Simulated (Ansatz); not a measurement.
# TaC (doublet): wave-function methods side by side, def2-TZVPP

Aim: climb from Hartree-Fock through coupled cluster for TaC (doublet) at one geometry and basis, and see what each rung misses.

The runs use Ansatz 0.2.0, Gaussian basis; def2-TZVPP, core rule «outside noble gas», up to 5 orbitals frozen.

Plan: UHF; CCSD(T) on ROHF; CCSD(T) on UHF; CCSDT(Q) on ROHF; CCSDT(Q) on UHF.

12 further runs of the same task are left out: 9 for a known fault of the program, 3 set aside as unsound or not needed.

## (1) What is computed

The geometry is a PBE0/def2-TZVP stationary point (not a proven minimum) of the parent state, kept for this charge and spin. No spin-orbit coupling is included. Elements past krypton take def2 core potentials.

2 atoms, charge 0, spin multiplicity 2.

Atoms are counted from 1 here; the program's logs count them from 0.

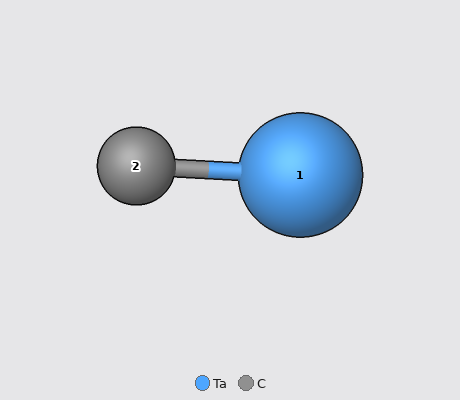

The geometry (tantalum blue, carbon grey); atoms are numbered from 1 in the order of the file.

In the tables R marks a restricted open-shell determinant and U an unrestricted one; energies count from the table's Hartree-Fock row.

## (2) UHF

Contents of in.yaml:

```yaml
crystal:
  periodic: [false, false, false]
  atoms:
    - {symbol: Ta, position_ang: [0.000000, 0.000000, 0.000000]}
    - {symbol: C, position_ang: [0.000000, 0.000000, 1.764200]}
basis:
  gaussian: {orbitals: def2-TZVPP}
magnetization: {spin_polarized: true, initial_magnetization: 1}
hamiltonian: {xc: hf}
output: {orbitals: {seedname: orbitals}}
```

Command:

```sh
$ ansatz run in.yaml --threads 1 --pin off --events-out ev --progress --plain --max-ram 4096MiB --backend cpu
```

The log of the run (excerpt; [...] marks lines left out):

```text
Functional definition: HF
  name "HF"
  cite "Fock, Z. Phys. 61, 126 (1930) doi:10.1007/BF01340294"
  parent pbe
[...]
767 factors; their error is unknown
[...]
mean field -2559.41094124 eV, -94.0566172597 hartree, gradient 5.2e-6 eV, S^2 2.546301; 23 other end points of the search recorded, 0 dependent functions left out
reference -2559.41094124 eV, -94.0566172597 hartree; 10, 9 occupied and 77, 78 virtual orbitals, 767 factors
Total energy: -2559.41094124 eV, -94.0566172597 hartree
```

It took 12 s on 1 thread of AMD EPYC 7R13, shared host.

From the report: ⟨S²⟩ of the determinant 2.546 (pure doublet: 0.75). The determinant is far from a pure spin state, so its energy mixes those of several spin states (harmless only where they are near-degenerate, as at dissociation).

## (3) CCSD(T) on ROHF

Contents of in.yaml:

```yaml
crystal:
  periodic: [false, false, false]
  atoms:
    - {symbol: Ta, position_ang: [0.000000, 0.000000, 0.000000]}
    - {symbol: C, position_ang: [0.000000, 0.000000, 1.764200]}
basis:
  gaussian: {orbitals: def2-TZVPP}
magnetization: {spin_polarized: false, initial_magnetization: 1}
correlation: {method: ccsd_t, electrons: outside_noble_gas}
```

The command is unchanged.

The log of the run (excerpt; [...] marks lines left out):

```text
Functional definition: HF
  name "HF"
  cite "Fock, Z. Phys. 61, 126 (1930) doi:10.1007/BF01340294"
  parent pbe
[...]
556 factors; integrals over basis functions are off by at most 9.5e-4 eV
[...]
mean field -2558.41686924 eV, -94.0200857874 hartree, gradient 1.9e-6 eV, S^2 0.750000; 23 other end points of the search recorded, 0 dependent functions left out
[...]
determinant -2558.41686924 eV, -94.0200857874 hartree, with singles and doubles -2566.50995653 eV, -94.3175012594 hartree
determinant -2557.91718188 eV, -94.0017226155 hartree, with singles and doubles -2566.25214698 eV, -94.3080269334 hartree
determinant -2557.84819970 eV, -93.9991875671 hartree, with singles and doubles -2566.34519802 eV, -94.3114464959 hartree
determinant -2557.78250023 eV, -93.9967731562 hartree, with singles and doubles -2565.72424256 eV, -94.2886268039 hartree
[...]
determinant -2557.91718188 eV, -94.0017226155 hartree, with singles and doubles -2566.19742486 eV, -94.3060159325 hartree
determinant -2557.84819970 eV, -93.9991875671 hartree, with singles and doubles -2566.22507731 eV, -94.3070321412 hartree
determinant -2557.67094767 eV, -93.9926736753 hartree, with singles and doubles -2566.04103591 eV, -94.3002687445 hartree
unrestricted determinant -2559.41097797 eV, -94.0566186092 hartree, S^2 2.5463
5 core orbitals not correlated: weight in the atoms' cores, before any rotation towards them, 0.992 or more for the frozen orbitals, at most 0.005 for the correlated occupied ones
reference -2558.41686924 eV, -94.0200857874 hartree; 5, 4 occupied and 77, 78 virtual orbitals, 556 factors
second order -8.08929178 eV of doubles, -0.08336866 eV of singles
cycle   1  -7.97537295 eV  change    5.7e-6 eV  update   4.9e-6
perturbative correction -0.67770619 eV, -0.0249052433 hartree
Total energy: -2567.06994838 eV, -94.3380805805 hartree
```

Wall time 55 s (1 thread of AMD EPYC 7R13, shared host); peak memory 0.46 GiB.

From the report: correlation -8.6531 eV; T1 0.085; largest double amplitude 0.12.

## (4) CCSD(T) on UHF

in.yaml, as its differences from that of step 3:

```diff
@@ -7,3 +7,3 @@
   gaussian: {orbitals: def2-TZVPP}
-magnetization: {spin_polarized: false, initial_magnetization: 1}
+magnetization: {spin_polarized: true, initial_magnetization: 1}
 correlation: {method: ccsd_t, electrons: outside_noble_gas}
```

The command is unchanged.

The log of the run (excerpt; [...] marks lines left out):

```text
Functional definition: HF
  name "HF"
  cite "Fock, Z. Phys. 61, 126 (1930) doi:10.1007/BF01340294"
  parent pbe
[...]
556 factors; integrals over basis functions are off by at most 9.5e-4 eV
[...]
mean field -2559.41097797 eV, -94.0566186092 hartree, gradient 1.8e-6 eV, S^2 2.546299; 43 other end points of the search recorded, 0 dependent functions left out
determinant -2559.41097797 eV, -94.0566186092 hartree, with singles and doubles -2565.92235671 eV, -94.2959073643 hartree
determinant -2559.06399627 eV, -94.0438672671 hartree, with singles and doubles -2566.34270215 eV, -94.3113547746 hartree
determinant -2558.68954523 eV, -94.0301064452 hartree, with singles and doubles -2565.21804850 eV, -94.2700245153 hartree
determinant -2558.63294657 eV, -94.0280264829 hartree, with singles and doubles -2565.24267087 eV, -94.2709293706 hartree
[...]
determinant -2559.41097797 eV, -94.0566186092 hartree, with singles and doubles -2565.96234182 eV, -94.2973767902 hartree
determinant -2559.06399627 eV, -94.0438672671 hartree, with singles and doubles -2566.35095043 eV, -94.3116578930 hartree
determinant -2558.51200611 eV, -94.0235820028 hartree, with singles and doubles -2566.14604514 eV, -94.3041277628 hartree
determinant -2557.83320508 eV, -93.9986365252 hartree, with singles and doubles -2566.04069379 eV, -94.3002561720 hartree
5 core orbitals not correlated: weight in the atoms' cores, before any rotation towards them, 0.988 or more for the frozen orbitals, at most 0.007 for the correlated occupied ones
reference -2559.06399627 eV, -94.0438672671 hartree; 5, 4 occupied and 77, 78 virtual orbitals, 556 factors
second order -6.38898736 eV of doubles, -0.00000000 eV of singles
cycle   1  -7.28695394 eV  change    2.1e-7 eV  update   4.1e-6
[...]
cycle   3  -7.28693974 eV  change    6.0e-6 eV  update   2.1e-6
perturbative correction -0.59013593 eV, -0.0216870953 hartree
Total energy: -2566.94107194 eV, -94.3333444588 hartree
```

Run time: 68 s. Hardware: 1 thread of AMD EPYC 7R13, shared host; peak memory 0.45 GiB.

From the report: ⟨S²⟩ of the determinant 2.043 (pure doublet: 0.75); correlation -7.8771 eV; T1 0.119; largest double amplitude 0.11. The determinant is far from a pure spin state, so its energy mixes those of several spin states (harmless only where they are near-degenerate, as at dissociation).

## (5) CCSDT(Q) on ROHF

Contents of in.yaml:

```yaml
crystal:
  periodic: [false, false, false]
  atoms:
    - {symbol: Ta, position_ang: [0.000000, 0.000000, 0.000000]}
    - {symbol: C, position_ang: [0.000000, 0.000000, 1.764200]}
basis:
  gaussian: {orbitals: def2-TZVPP}
magnetization: {spin_polarized: false, initial_magnetization: 1}
correlation: {method: ccsdt_q, electrons: outside_noble_gas}
```

Command:

```sh
$ ansatz run in.yaml --threads 2 --pin off --events-out ev --progress --plain --max-ram 24576MiB --backend cuda --devices 0, --max-vram 18GiB
```

The log of the run (excerpt; [...] marks lines left out):

```text
Functional definition: HF
  name "HF"
  cite "Fock, Z. Phys. 61, 126 (1930) doi:10.1007/BF01340294"
  parent pbe
[...]
1070 factors; integrals over basis functions are off by at most 3.0e-5 eV
[...]
mean field -2558.41687361 eV, -94.0200859481 hartree, gradient 2.3e-6 eV, S^2 0.750000; 22 other end points of the search recorded, 0 dependent functions left out
[...]
determinant -2558.41687361 eV, -94.0200859481 hartree, with singles and doubles -2566.50734607 eV, -94.3174053270 hartree
determinant -2557.91718618 eV, -94.0017227734 hartree, with singles and doubles -2566.25140866 eV, -94.3079998006 hartree
determinant -2557.84820375 eV, -93.9991877159 hartree, with singles and doubles -2566.34431690 eV, -94.3114141153 hartree
determinant -2557.78250488 eV, -93.9967733270 hartree, with singles and doubles -2565.72274306 eV, -94.2885716981 hartree
[...]
determinant -2557.84820375 eV, -93.9991877159 hartree, with singles and doubles -2566.22507479 eV, -94.3070320488 hartree
determinant -2557.67095202 eV, -93.9926738350 hartree, with singles and doubles -2566.04102485 eV, -94.3002683380 hartree
unrestricted determinant -2559.41098247 eV, -94.0566187747 hartree, S^2 2.5463
5 core orbitals not correlated: weight in the atoms' cores, before any rotation towards them, 0.992 or more for the frozen orbitals, at most 0.005 for the correlated occupied ones
reference -2558.41687361 eV, -94.0200859481 hartree; 5, 4 occupied and 77, 78 virtual orbitals, 1070 factors
second order -8.08930663 eV of doubles, -0.08336870 eV of singles
cycle   1  -7.28214978 eV  change    8.9e-1 eV  update   1.9e-1
[...]
cycle  30  -8.66219700 eV  change   -5.1e-7 eV  update   7.2e-7
perturbative correction -0.08184193 eV, -0.0030076355 hartree
WARN: the results are in doubt because among natural orbitals the method converges to other amplitudes
Total energy: -2567.16091255 eV, -94.3414234519 hartree
In doubt: among natural orbitals the method converges to other amplitudes
```

Run time: 32 s. Hardware: 1 × H100 (card shared with other runs) with 2 threads of AMD EPYC 7R13, shared host; peak host memory 0.86 GiB.

From the report: correlation -8.7440 eV; T1 0.093; largest double amplitude 0.17. Mind the lines of doubt at the end of the log.

## (6) CCSDT(Q) on UHF

in.yaml, as its differences from that of step 5:

```diff
@@ -7,3 +7,3 @@
   gaussian: {orbitals: def2-TZVPP}
-magnetization: {spin_polarized: false, initial_magnetization: 1}
+magnetization: {spin_polarized: true, initial_magnetization: 1}
 correlation: {method: ccsdt_q, electrons: outside_noble_gas}
```

Launched as before.

The log of the run (excerpt; [...] marks lines left out):

```text
Functional definition: HF
  name "HF"
  cite "Fock, Z. Phys. 61, 126 (1930) doi:10.1007/BF01340294"
  parent pbe
[...]
1070 factors; integrals over basis functions are off by at most 3.0e-5 eV
[...]
mean field -2559.41098247 eV, -94.0566187747 hartree, gradient 2.7e-6 eV, S^2 2.546299; 42 other end points of the search recorded, 0 dependent functions left out
determinant -2559.41098247 eV, -94.0566187747 hartree, with singles and doubles -2565.92386072 eV, -94.2959626359 hartree
determinant -2559.06400157 eV, -94.0438674618 hartree, with singles and doubles -2566.34274177 eV, -94.3113562304 hartree
determinant -2558.68955038 eV, -94.0301066345 hartree, with singles and doubles -2565.21805536 eV, -94.2700247673 hartree
determinant -2558.63295161 eV, -94.0280266679 hartree, with singles and doubles -2565.24266308 eV, -94.2709290844 hartree
[...]
determinant -2559.41098247 eV, -94.0566187747 hartree, with singles and doubles -2565.96233950 eV, -94.2973767049 hartree
determinant -2559.06400157 eV, -94.0438674618 hartree, with singles and doubles -2566.35094505 eV, -94.3116576955 hartree
determinant -2558.51201071 eV, -94.0235821720 hartree, with singles and doubles -2566.14603834 eV, -94.3041275126 hartree
determinant -2557.83320951 eV, -93.9986366878 hartree, with singles and doubles -2566.04068945 eV, -94.3002560124 hartree
5 core orbitals not correlated: weight in the atoms' cores, before any rotation towards them, 0.988 or more for the frozen orbitals, at most 0.007 for the correlated occupied ones
reference -2559.06400157 eV, -94.0438674618 hartree; 5, 4 occupied and 77, 78 virtual orbitals, 1070 factors
second order -6.38899199 eV of doubles, -0.00000000 eV of singles
cycle   1  -6.28895668 eV  change    1.0e-1 eV  update   1.6e-1
[...]
cycle  49  -7.95372904 eV  change   -5.0e-7 eV  update   7.0e-7
perturbative correction -0.09379481 eV, -0.0034468957 hartree
Total energy: -2567.11152542 eV, -94.3396085085 hartree
```

Wall time 39 s (1 × H100 (card shared with other runs) with 2 threads of AMD EPYC 7R13, shared host); peak host memory 0.85 GiB.

From the report: ⟨S²⟩ of the determinant 2.043 (pure doublet: 0.75); correlation -8.0475 eV; T1 0.147; largest double amplitude 0.17. The determinant is far from a pure spin state, so its energy mixes those of several spin states (harmless only where they are near-degenerate, as at dissociation).

## (7) All levels against the top one

No level here is safe as a reference; RCCSDT(Q) serves as a yardstick only. Rows without a time come out of other runs: HF, MP2 and CCSD of CCSD(T), CCSDT of CCSDT(Q).

Differences are taken before rounding.

| method | energy from the lowest RHF (kcal/mol) | from RCCSDT(Q) (kcal/mol) | time |
| --- | --- | --- | --- |
| RHF | 0.00 | +201.64 |  |
| RMP2 | -188.47 | +13.18 |  |
| UMP2 | -162.26 | +39.39 |  |
| RCCSD | -183.92 | +17.73 |  |
| UCCSD | -182.96 | +18.68 |  |
| RCCSD(T) | -199.54 | +2.10 | 55 s |
| UCCSD(T) | -196.57 | +5.07 | 68 s |
| RCCSDT | -199.76 | +1.89 |  |
| UCCSDT | -198.34 | +3.30 |  |
| RCCSDT(Q) | -201.64 | 0 | 32 s (GPU) |
| UCCSDT(Q) | -200.50 | +1.14 | 39 s (GPU) |

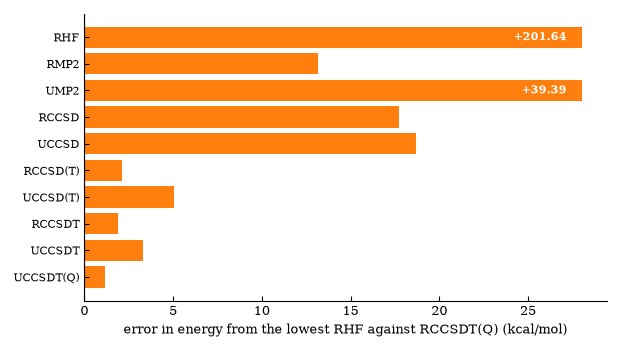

How far each level lands from RCCSDT(Q). Bars with a number in them are cut short.

Some runs used a GPU and others CPU threads alone; cost is compared among the CPU runs only.

Left out of the table: UHF (another determinant or state than the rows shown).

The program flags RCCSDT(Q) as in doubt (see the logs), so the zero of the table is itself unsure.

## (8) Outcome

| quantity | value |
| --- | --- |
| RCCSDT(Q) below the RHF energy | -8.7440 eV |
| RMP2 from RCCSDT(Q) | +13.18 kcal/mol |
| UMP2 from RCCSDT(Q) | +39.39 kcal/mol |
| RCCSD from RCCSDT(Q) | +17.73 kcal/mol |
| RCCSD(T) from RCCSDT(Q) | +2.10 kcal/mol |
| UCCSD(T) from RCCSDT(Q) | +5.07 kcal/mol |
| UCCSDT(Q) from RCCSDT(Q) | +1.14 kcal/mol |
| T1 diagnostic | 0.085 |

In words: RCCSD(T) lands +2.10 kcal/mol from the yardstick (1.0 % of the correlation energy). CCSD(T) misses by +2.10 kcal/mol on the restricted determinant and by +5.07 kcal/mol on the unrestricted one; the two need not hold the same state or core. Coupled cluster took another determinant than the lowest Hartree-Fock one. Warnings: spin contamination; coupled cluster took another determinant than the lowest; large T1 diagnostic.
